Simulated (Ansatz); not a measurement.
Consider ClH$_{3}$OSi$_{2}$ (SMILES [SiH]O[SiH2]Cl).

Input file:

```
crystal:
  periodic: [false, false, false]
  atoms:
    - {symbol: Cl, position_ang: [1.140047, -1.214740, 2.160391]}
    - {symbol: O, position_ang: [-0.383222, 0.538941, 0.201803]}
    - {symbol: Si, position_ang: [-2.005518, 0.958888, 0.095377]}
    - {symbol: Si, position_ang: [0.620227, -0.788345, 0.209254]}
    - {symbol: H, position_ang: [-2.558628, -0.477608, -0.137700]}
    - {symbol: H, position_ang: [1.852956, -0.450438, -0.540511]}
    - {symbol: H, position_ang: [-0.090419, -1.967223, -0.352308]}
basis:
  gaussian:
    orbitals: def2-TZVPD
hamiltonian:
  xc: pbe0
output:
  forces: true
  orbitals: {seedname: orbitals}
```

Launched as:

```sh
ansatz run input.yaml --threads 2 --pin off --max-ram 4350MiB --events-out events.jsonl --progress --plain --runs-dir runs
```

Geometry: r2SCAN-D4/def2-SVP.

The calculation used isolated molecule in a Gaussian basis; Kohn-Sham density functional theory, functional PBE0 in Ansatz.

> Predict the electron density and electron localisation function between the atoms.

Si–O (1.66 Å): the density is about 1.1 e/Å³ at the midpoint; the ELF peaks at about 0.85 between the atoms, as expected for a polar covalent bond.

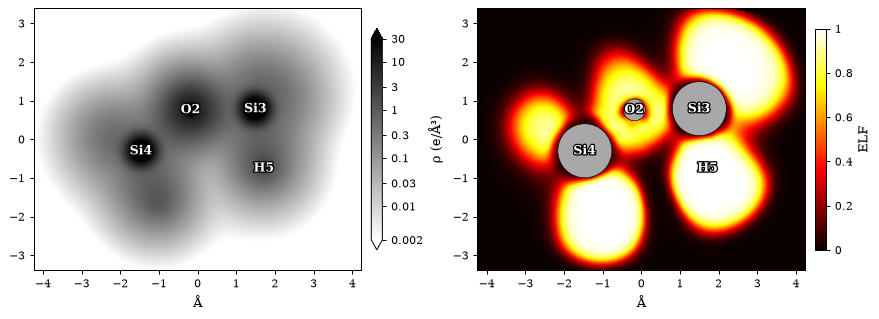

Computed electron density and electron localisation function on the plane of atoms O2, Si3 and H5, in this order. Grey discs cover the atomic cores in the ELF map. 
